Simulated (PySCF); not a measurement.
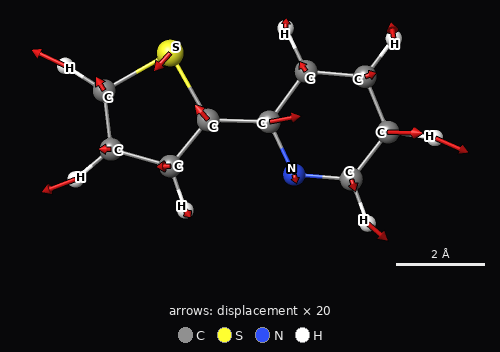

A relaxation of C9H7NS. The starting structure is drawn; red arrows show the displacements, magnified 20 times. The two geometries are superimposed by the best rigid fit.

A ball-and-stick model, seen face on.

The start comes from GFN2-xTB. Its atoms were then displaced at random by about 0.01 Å.

Computed with PBE0-D3(BJ)/def2-SVP geometry optimisation, gas phase in PySCF 2.14.0, density-fitted response routines. 

What did the optimiser do to the structure, and how much energy did it gain?

Answer. After 7 geometry steps the energy has fallen by 20.4 kJ/mol. A C atom moves most after the best rigid fit: 0.048 Å. By element the largest moves are C 0.048 Å, H 0.045 Å, S 0.030 Å, N 0.012 Å. Some distances before and after: C–C 1.410 → 1.464 Å, C–S 1.766 → 1.732 Å, C–C 1.362 → 1.395 Å, C–H 1.061 → 1.091 Å. Among the angles between lasting bonds that change: C–C–N 118.5° → 121.8°, C–C–H 118.4° → 120.4°.
